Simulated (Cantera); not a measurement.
Charge: 1 mol Al, 0.45 mol Cl2, 0.44 mol H2, equilibrated at 0.0825 Torr.

Cantera equilibrium calculation (NASA polynomials, part measured and part estimated; ideal gas, pure solids and liquids). Candidate condensed phases: Al, AlCl3; 12 gas species. The tables' values for AlCl2 are old estimates; treat these amounts as uncertain. Equilibrium is a limit: real reactors are often held back by kinetics, nucleation or transport.

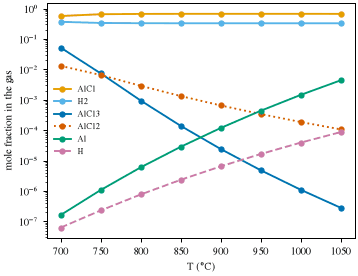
Equilibrium gas composition (values under 1e-9 drawn at 1e-9)

Read off the mole fractions at 1000 °C.

AlCl about 0.67, H2 about 0.33, Al about 0.0014, AlCl2 about 0.00019, H about 3.9e-5, AlCl3 about 1.1e-6.
